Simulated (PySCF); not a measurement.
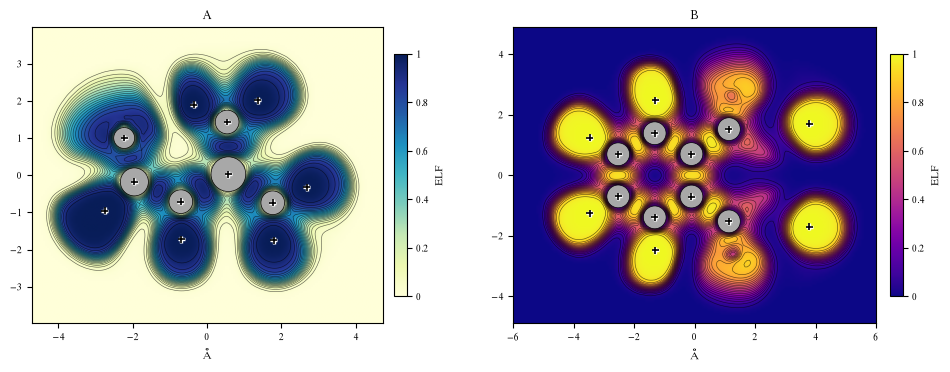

The electron localisation function of 2 systems, each on a plane through atoms (crosses mark nuclei in the plane; grey discs cover the cores).

All numbers below come from B3LYP/def2-SVPD, SCF density, gas phase in PySCF 2.14.0.

System 1: C$_{10}$H$_{10}$O$_{4}$ (dimethyl phthalate), the plane of atoms C9, C8 and H20. Geometry: PBE0-D3(BJ)/def2-SVP.

```xyz
24

C     1.3989    2.0768   -1.9219
O     0.6242    1.0225   -1.3830
C     1.3114    0.0013   -0.8625
O     2.5090   -0.0983   -0.9264
C     0.4096   -1.0377   -0.2851
C     0.7617   -2.3711   -0.5045
C    -0.0761   -3.4020   -0.0889
C    -1.2791   -3.1050    0.5493
C    -1.6259   -1.7791    0.7933
C    -0.7790   -0.7401    0.4021
C    -1.1786    0.6412    0.8015
O    -2.3122    1.0446    0.8073
O    -0.1357    1.3570    1.2336
C    -0.4185    2.6942    1.6004
H     2.0790    1.7053   -2.7020
H     2.0027    2.5550   -1.1356
H     0.6884    2.7961   -2.3451
H     1.6993   -2.5810   -1.0231
H     0.2070   -4.4408   -0.2729
H    -1.9468   -3.9092    0.8664
H    -2.5555   -1.5261    1.3072
H    -0.7644    3.2701    0.7285
H     0.5184    3.1135    1.9848
H    -1.2013    2.7324    2.3717
```

System 2: CH$_{6}$BN$_{3}$O (SMILES NB(N)NC=O), the molecular plane. Geometry: PBE0-D3(BJ)/def2-SVP.

```
atom    x (Å)    y (Å)    z (Å)
   N  -1.7342  -0.7569   0.2728
   B  -0.5442   0.0100   0.1597
   N  -0.4342   1.3570   0.5431
   N   0.6429  -0.6642  -0.4039
   C   1.8740  -0.1234  -0.5994
   O   2.2068   1.0114  -0.3324
   H  -2.5847  -0.3838   0.6669
   H  -1.7933  -1.7399   0.0543
   H   0.4499   1.8351   0.4136
   H  -1.1913   1.8998   0.9280
   H   0.5656  -1.6296  -0.6989
   H   2.5988  -0.8459  -1.0502
```

Question: Which map belongs to which system?

Answer: Panel A is system 2, CH$_{6}$BN$_{3}$O: the plane holds N, B, C, O and H. C–O (1.21 Å): the ELF peaks at about 0.85 between the atoms: a short, multiple covalent bond. Panel B is system 1, C$_{10}$H$_{10}$O$_{4}$: the plane holds C and H. C–C (1.39 Å): the ELF peaks at about 0.95 between the atoms (localised, covalent bonding).
